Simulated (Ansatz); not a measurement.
# BGeH$_{6}$N: what the fields show

```xyz
9

B    -0.6754   -2.0444    2.1387
Ge    1.2132   -2.8613    2.3912
N    -1.7742   -2.6126    2.7690
H    -1.7203   -3.4298    3.3680
H    -2.7168   -2.2473    2.6746
H    -0.8515   -1.0701    1.4458
H     2.2114   -1.8546    3.0126
H     1.8376   -3.3233    1.0522
H     1.1888   -4.1019    3.3251
```

Geometry: B3LYP-D3(BJ)/def2-SVP.

Method: Ansatz 0.2.0, isolated molecule in a Gaussian basis; Kohn-Sham density functional theory, functional PBE0.

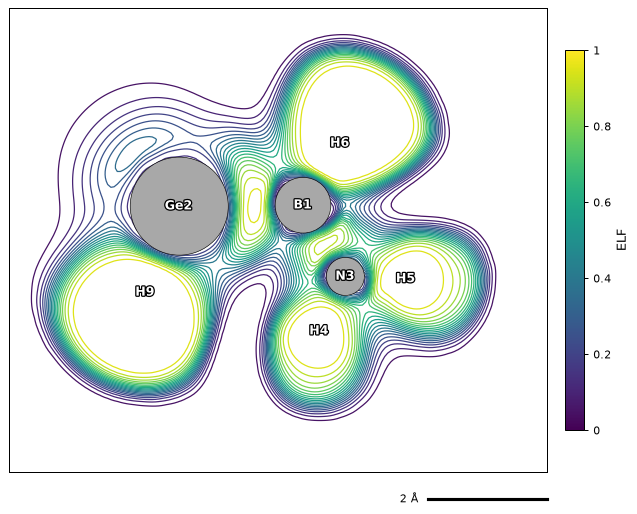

Figure 1. Electron localisation function on the plane of atoms Ge2, B1 and N3. Grey discs cover the atomic cores.

Question: Read the bonding off the picture.

Answer: Atoms in the plane: B, Ge, N and H. B–N (1.39 Å): the ELF peaks at about 0.90 between the atoms, as expected for a polar covalent bond. Ge–B (2.07 Å): the ELF peaks at about 0.95 between the atoms: localised, covalent bonding. N–H (1.01 Å): the ELF climbs to about 1 towards the hydrogen, as it does in any bond to H: an ordinary covalent bond to hydrogen. B–H (1.21 Å): the ELF climbs to about 1 towards the hydrogen: a covalent bond by its length. Ge–H (1.55 Å): the ELF climbs to about 1 towards the hydrogen.

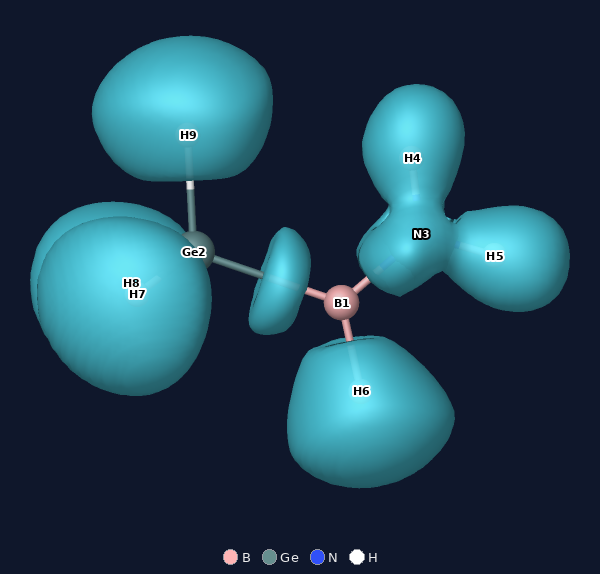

Figure 2. Isosurface of the ELF at 0.75 (cyan), seen across its widest extent. Only the valence region is drawn (cores and ρ < 0.01 e/Å³ removed).

Question: Where are the electrons localised?

Answer: The ELF exceeds this value in one region between bonded B–Ge atoms (shared pairs), four regions around hydrogen nuclei and one joined region spread over several atoms (H, N), in which their bonds and any lone pairs are merged.

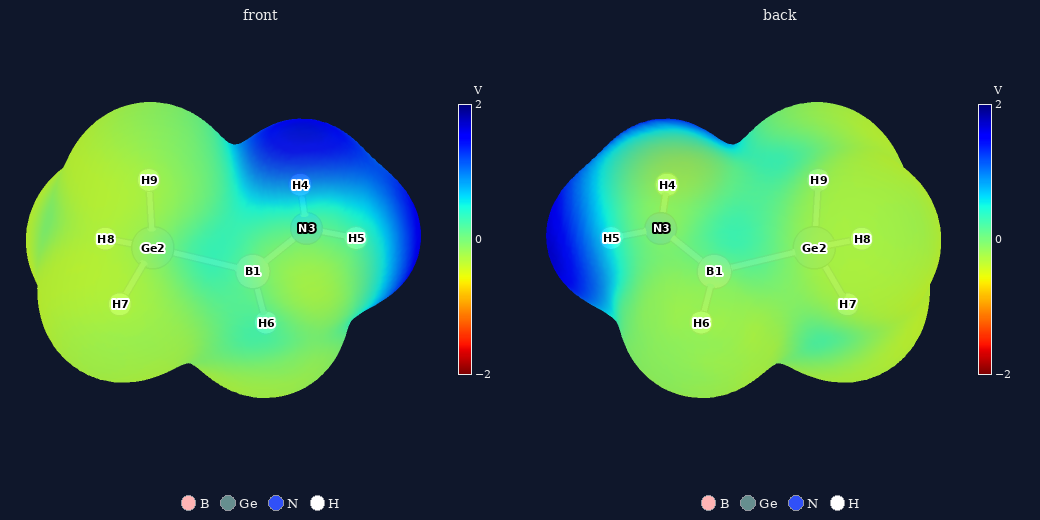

Figure 3. The electrostatic potential painted on the density surface at 0.001 e/bohr³, seen from the front and from behind; red is negative and blue positive.

Question: Describe the electrostatic potential map.

Answer: The most negative region (about −0.4 V) lies over H7, H8 and H9, the most positive (about +1.7 V) over H4 and H5.

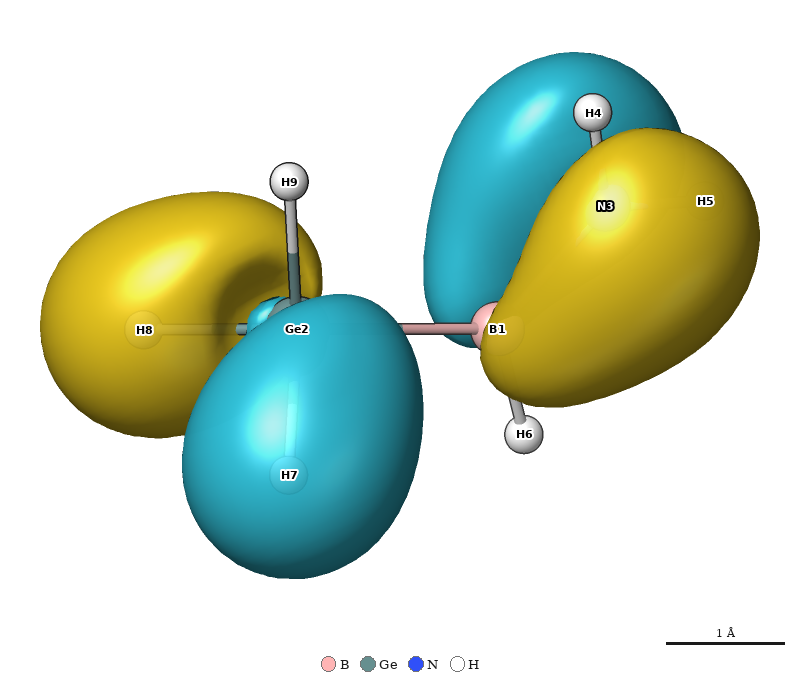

Figure 4. The HOMO−1 at ±0.1 Å⁻³ᐟ² (yellow and cyan are the two phases), seen at a tilt.

Question: Describe this orbital and give its energy.

Answer: By Hirshfeld shares it lies mainly on N3 (about 40 %), Ge2 (about 20 %), H7 (about 10 %), H8 (about 10 %) and B1 (about 10 %). Its energy is −8.78 eV.
